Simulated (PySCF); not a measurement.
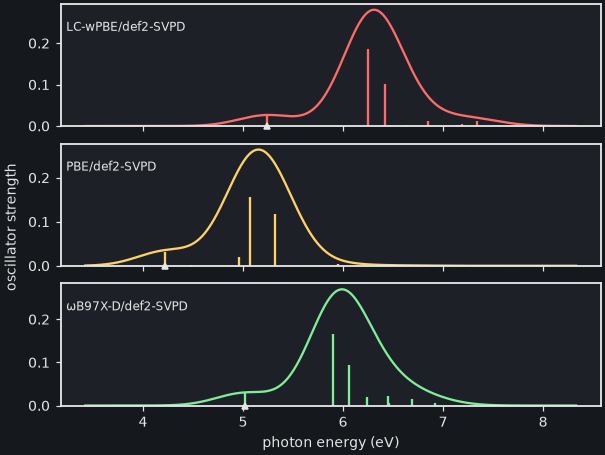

Vertical TDDFT spectra of C₃H₅BN₂Si, SMILES N#CB(C#N)C[SiH3] at one geometry and several levels (PySCF 2.14.0, at a PBE0-D3(BJ)/def2-SVP geometry (no frequency check)); sticks with Gaussians of 1/e half-width 0.40 eV, the triangle marks S1, which has the same leading orbital pair at all these levels. Only the lowest states were computed, so the high end is incomplete.

### How far does S1 move with the level of theory?

From lowest to highest: PBE/def2-SVPD 4.22 eV, ωB97X-D/def2-SVPD 5.02 eV, LC-wPBE/def2-SVPD 5.24 eV; a spread of 1.02 eV.

Caveats, for all or some of the runs: core orbitals are frozen in the response; one conformer of a flexible molecule.
